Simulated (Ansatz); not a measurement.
CaF2: pressure series

Consider CaF$_{2}$ in the fluorite structure (space group Fm-3m, No. 225; a = 5.439 Å).

Cell and atoms are relaxed at each pressure.

Level of theory: r2SCAN (Ansatz, a quantum-chemistry and plane-wave program), spin-orbit coupling left out.

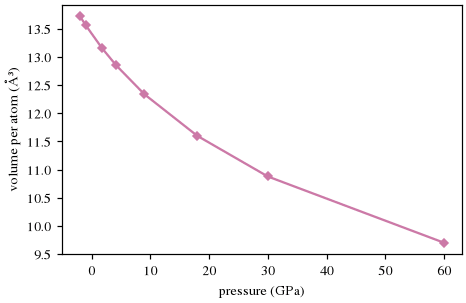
Figure. Volume against pressure

Problem. Estimate the zero-pressure bulk modulus from the plot.

Solution. About 90 GPa; a third-order Birch–Murnaghan fit to the points gives V₀ = 13.41 Å³/atom, B₀ = 90 GPa and B₀′ = 4.4.

Between the base and pressure 9 GPa the gap moves from 8.03 eV to 8.55 eV, a mean slope of 57 meV/GPa.

Load acts through the strain it causes; cell and atoms are relaxed under it. No phonon test of stability was made. Competing high-pressure phases were not computed.
